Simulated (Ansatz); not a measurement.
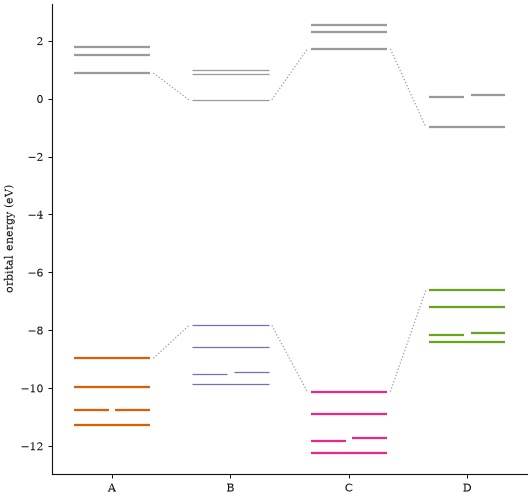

Frontier orbital energies of C₂H₁₀BNSi, SMILES BN(C)[SiH2]C at one geometry, def2-TZVPP, the Ansatz code 0.2.0, at a PBE0-D4/def2-TZVP geometry (a minimum by its frequencies). Empty levels are grey, levels within 0.1 eV stand side by side; all columns show the same few orbitals around the gap. Dotted lines join the HOMOs and the LUMOs.

Question: The columns come from BHLYP, PBE, PBE0 and ωB97M-V. Which is which?

Answer: A: BHLYP (HOMO −8.97, LUMO 0.88, separation 9.85 eV)
B: PBE0 (HOMO −7.84, LUMO −0.04, separation 7.80 eV)
C: ωB97M-V (HOMO −10.12, LUMO 1.72, separation 11.85 eV)
D: PBE (HOMO −6.62, LUMO −0.98, separation 5.63 eV)

Limits of at least one run: empty levels above zero depend strongly on the basis; one conformer of a flexible molecule.
